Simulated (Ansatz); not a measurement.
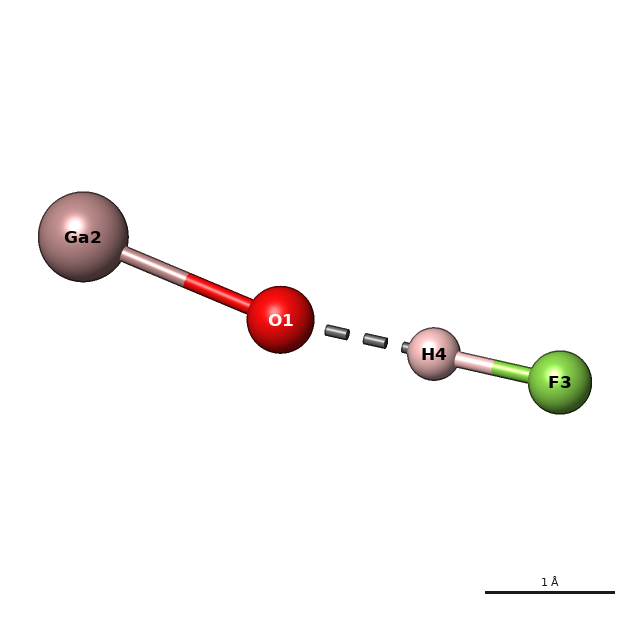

Broken lines mark hydrogen bonds. State: charge −1, singlet. Computed geometry: PBE0-D4/def2-TZVPD optimisation. No frequency run is at hand to confirm it as a minimum.

Give donor, acceptor, H···A distance and D–H···A angle of each hydrogen bond.

```
   D–H···A  D–H (Å)  H···A (Å)  angle (°)            kind
F3–H4···O1     1.07       1.30        180  intermolecular
```
